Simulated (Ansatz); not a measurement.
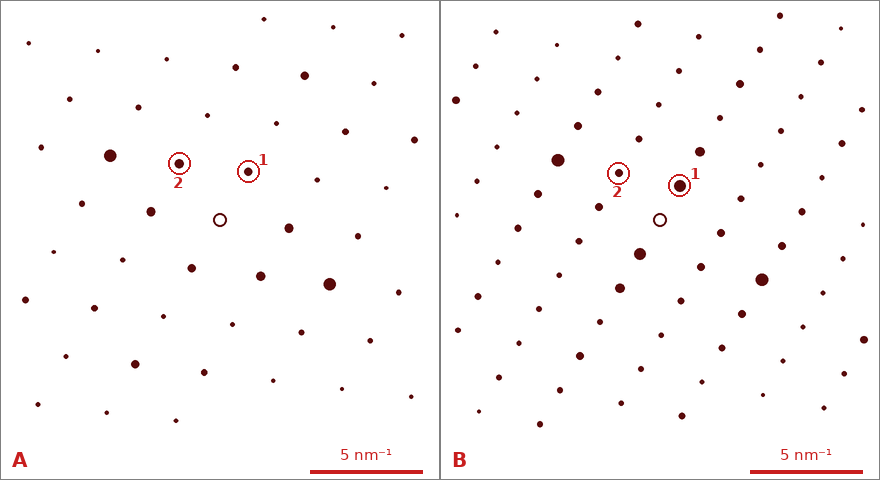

Kinematic electron diffraction patterns (300 kV, B = 0.5 Å², same scale) along [011] of the run's own cell, for the start and the end of one relaxation of Ti2BO6 with DFT, PAW plane waves, pbe (Ansatz 0.2.0). k mesh 6×6×6. The start is a generated model structure, and the relaxation ends in the nearest stationary point of its symmetry, not necessarily the ground state. Spot 1 is 0 -1 1 and spot 2 is 1 -1 1 in both.

Start structure:

```yaml
crystal:
  lattice:
    - [0.00000, 3.51898, 0.00000]
    - [4.57984, -1.75949, 0.00000]
    - [-1.44994, 1.75949, -5.65650]
  atoms:
    - { symbol: B, position: [0.00000, 0.00000, 0.00000] }
    - { symbol: Ti, position: [0.82356, 0.25605, 0.60893] }
    - { symbol: Ti, position: [0.17644, 0.74395, 0.39107] }
    - { symbol: O, position: [0.97718, 0.64608, 0.69172] }
    - { symbol: O, position: [0.02282, 0.35392, 0.30828] }
    - { symbol: O, position: [0.65272, 0.20014, 0.89470] }
    - { symbol: O, position: [0.34728, 0.79986, 0.10530] }
    - { symbol: O, position: [0.28053, 0.15575, 0.59469] }
    - { symbol: O, position: [0.71947, 0.84425, 0.40531] }
```

Which pattern belongs to the start structure, and which to the relaxed one?

A is the start: its cell gives d(1) = 4.007 Å, d(2) = 3.222 Å and an angle of 66.3°. B is the relaxed structure, with d(1) = 5.668 Å (+41.4 %), d(2) = 3.588 Å (+11.4 %) and 71.5°.

Name reflections whose intensity changes strongly on relaxation.

0 2 -2 goes from 1.4 to 34 % of the strongest spot; 0 4 -4 goes from 0.64 to 14 % of the strongest spot; 2 1 -1 goes from 0.43 to 9.5 % of the strongest spot.

What did the relaxation do to the structure and the energy?

The volume changed by +43.2 % to 14.51 Å³ an atom; with the mean shift removed, the atoms moved by up to 0.79 Å relative to the cell (O most); the space group stayed C2/m (No. 12); the free energy fell by 1000 meV an atom. Relaxed cell: a = 3.782 Å, b = 5.975 Å, c = 8.546 Å, α = 134.56°, β = 77.22°, γ = 108.45°.
